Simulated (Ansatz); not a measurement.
**Profile along the Zn–S line in ZnS (wurtzite)**

ZnS (wurtzite)

```
CELL_PARAMETERS angstrom
      3.84514     0.00000     0.00000
     -1.92257     3.32999     0.00000
      0.00000     0.00000     6.30573
ATOMIC_POSITIONS crystal
  Zn 0.66667 0.33333 0.99985
  Zn 0.33333 0.66667 0.49985
  S  0.66667 0.33333 0.62535
  S  0.33333 0.66667 0.12535
```

Fields along a shortest Zn–S line of a (1 -1 0 0) plane (2.36 Å), from Zn to S, interpolated on the slice's grid (step about 0.2 Å). The numbers are results of PBE (plane waves to 420 eV, PAW, scalar-relativistic; Ansatz, a first-principles code), not measurements. k mesh 10×10×5. Near the nuclei the fields are pseudised (PAW); where an atom keeps semicore shells as valence, they peak there. The PAW data are Ansatz's earlier set. ZnS was relaxed with its symmetry unable to fall.

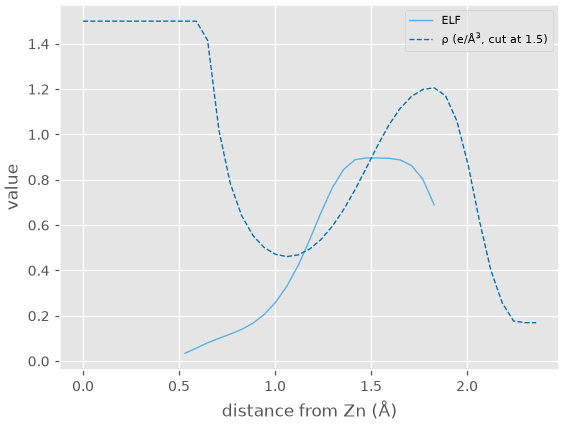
*ELF (away from the nuclei) and valence density from Zn to S.*

Density on the Zn–S line (2.36 Å) at its density minimum, 1.1 Å from Zn: 0.46 e/Å³. ELF at that point: 0.3. ELF maximum in the middle third of the Zn–S line: 0.90, 1.5 Å from Zn.
